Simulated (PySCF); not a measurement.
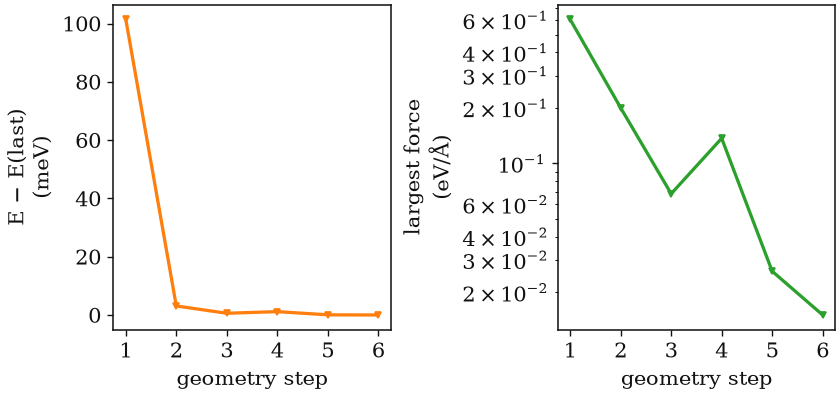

History of a geometry optimisation.

The run: C8H8 (SMILES C1=CC2C3C=CC1C23), by PBE0-D3(BJ)/def2-SVP, geometry optimisation (PySCF 2.14.0, density fitting).

How did it end, and what did it gain?

Answer. The optimisation met its thresholds at geometry 6, counting the start as the first. The energy fell by about 100 meV from the first step to the last. The largest force goes from about 0.6 eV/Å at the start to 0.015 eV/Å at the end.
